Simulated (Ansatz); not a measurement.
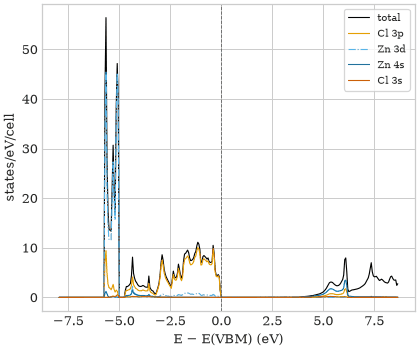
Total and projected density of states of ZnCl2 in space group P4_2/nmc (No. 137; Zn on 2a, Cl on 4d), DFT-LDA in the program Ansatz with PAW potentials

Problem. Which orbitals carry the states next to the gap?

Solution. Top 1 eV of the valence band: Cl 3p 93 %, Zn 3d 6 %. Bottom 1 eV of the conduction band: Zn 4s 61 %, Cl 3p 21 %, Cl 3s 13 %. Projections are on Löwdin-orthogonalised atomic valence shells; empty p or d shells of many metals are not among them.

Problem. Where is the tallest occupied peak in this window, and what makes it?

Solution. Near -5.7 eV, about 56 states/eV per cell; the largest projected share is Zn 3d.

The first step of the workflow began from a Materials Project structure, measured or hypothetical; the Crystallography Open Database files this formula in space group No. 137, but the cells were not matched. Whether it is the stable phase at ambient conditions was not checked. The cell was relaxed with LDA under the symmetry of its start; its stability against distortions is not shown here. A crystal of weakly bound layers computed without a dispersion correction: the cell and the soft elastic constants depend strongly on that.

Potentials: the later of the program's two PAW sets.
